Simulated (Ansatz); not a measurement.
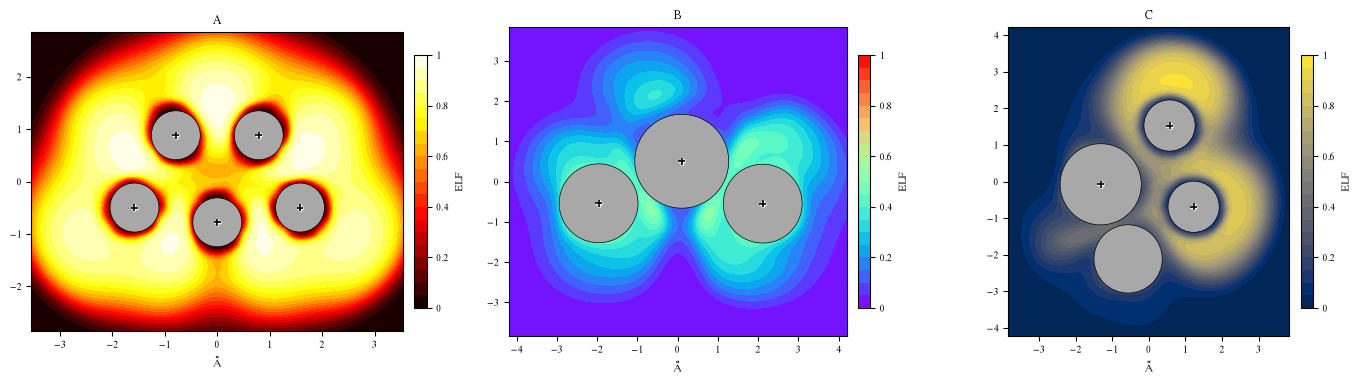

The electron localisation function of 3 systems, each on a plane through atoms (crosses mark nuclei in the plane; grey discs cover the cores).

Method: UKS PBE0-D4/def2-TZVP (Ansatz 0.2.0).

System 1: Pt3W (triplet), the plane of atoms Pt3, W1 and Pt4. Geometry: PBE-D4/def2-SVP; core potentials replace the inner electrons of W and Pt.

```yaml
atoms:
  - { symbol: W, position_ang: [-0.5044, 0.1791, -0.0590] }
  - { symbol: Pt, position_ang: [0.5146, -0.1792, 1.9881] }
  - { symbol: Pt, position_ang: [1.3823, 1.4318, -0.5374] }
  - { symbol: Pt, position_ang: [-1.3926, -1.4318, -1.3917] }
```

System 2: Mo2Si5 (charge +1, doublet), the plane of atoms Si4, Mo1 and Si5. Geometry: r2SCAN-D4/def2-SVP; ⟨S²⟩ = 0.90, above the pure value of 0.75; core potentials replace the inner electrons of Mo.

```yaml
atoms:
  - { symbol: Mo, position_ang: [-0.8657, 0.0087, -1.0887] }
  - { symbol: Mo, position_ang: [-1.9721, 0.8809, 0.6692] }
  - { symbol: Si, position_ang: [1.2837, 1.1929, -1.3847] }
  - { symbol: Si, position_ang: [-0.5518, -0.8856, 1.3444] }
  - { symbol: Si, position_ang: [0.0895, -2.1834, -0.4616] }
  - { symbol: Si, position_ang: [1.7137, -0.5415, 0.2366] }
  - { symbol: Si, position_ang: [0.3027, 1.5281, 0.6848] }
```

System 3: B5 (doublet), the molecular plane. Geometry: PBE-D4/def2-SVP; ⟨S²⟩ = 0.98, above the pure value of 0.75; not at a stationary point (largest force 0.8 eV/Å).

```csv
atom,x (Å),y (Å),z (Å)
B,-1.4969,-0.6946,-0.1245
B,1.6304,-0.2824,0.0280
B,0.6639,0.9750,0.1212
B,0.1044,-0.7669,-0.0684
B,-0.9018,0.7689,0.0437
```

Which map belongs to which system?

Answer. Panel A is system 3, B5: the plane holds B. B–B (1.58 Å): the ELF peaks at about 0.90 between the atoms (localised, covalent bonding). Panel B is system 1, Pt3W: the plane holds W and Pt. Pt–W (2.27 Å): the ELF is about 0.40 at the midpoint. Panel C is system 2, Mo2Si5: the plane holds Mo and Si. Si–Si (2.31 Å): the ELF peaks at about 0.75 between the atoms; a shared electron pair.
